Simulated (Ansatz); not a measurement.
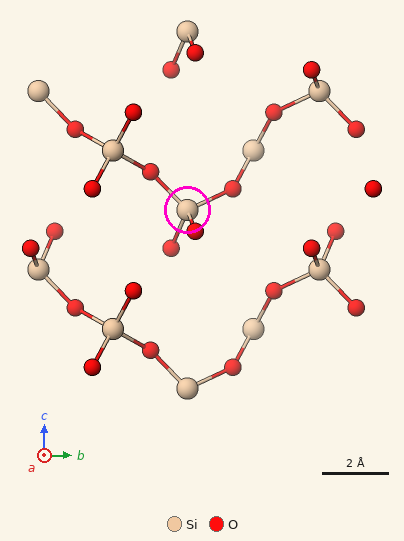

Perfect SiO₂. The picture is a ball-and-stick view of the atoms within 6.0 Å of one point, in a slice 4.2 Å thick across the line of sight, seen along the a axis.

Level of theory: DFT, PBE, plane-wave PAW, default files, scalar-relativistic in Ansatz. Settings: plane-wave cutoff 420 eV; k-point mesh 3 × 3 × 2; occupations fermi dirac; smearing width 0.01 eV; no spin polarisation. A uniform background neutralises the charged cell. The axes drawn are those of the host's conventional cell.

A silicon atom is replaced by antimony at the ringed place, in charge state +1. The supercell has 54 sites, and the atoms are relaxed at the host's cell.

Question: How do the neighbours respond?

Answer: In the host the Si atom has 4 O at 1.61 Å; the Sb atom ends with 4 O at 1.87 Å. Of the host's atoms, an oxygen atom moves furthest from its site, by 0.34 Å. The Sb atom itself moves 0.07 Å from where it was put. Relaxing the atoms from the host's sites lowers the energy by 7.52 eV.

The relaxed defect, seen from the same direction:

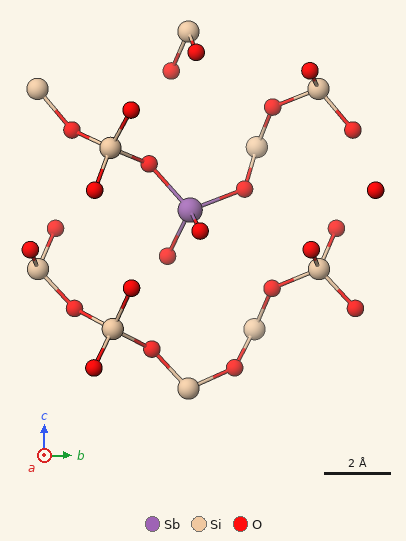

Limits of the set-up: the cell is charged, on a uniform background, and energies carry no finite-size correction.
